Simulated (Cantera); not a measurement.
A closed system holds: 1 mol Cr, a varied amount of NH₃, 20 mol N₂, equilibrated at 2025 K and 15000 Pa.

These are equilibrium values from Cantera (NASA tables, ideal gas, pure condensed phases), not measurements of a reactor. Candidate condensed phases: Cr, CrN, Cr₂N; 11 gas species. The numbers say what is thermodynamically allowed, not how fast it happens.

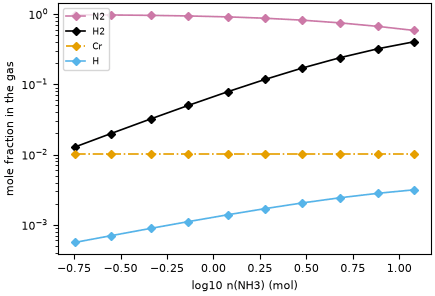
Fig. 1. Equilibrium gas composition (values under 1e-9 drawn at 1e-9)

Read off the mole fractions at 3 mol NH₃.

N₂ about 0.82, H₂ about 0.17, Cr about 0.010, H about 0.0020.
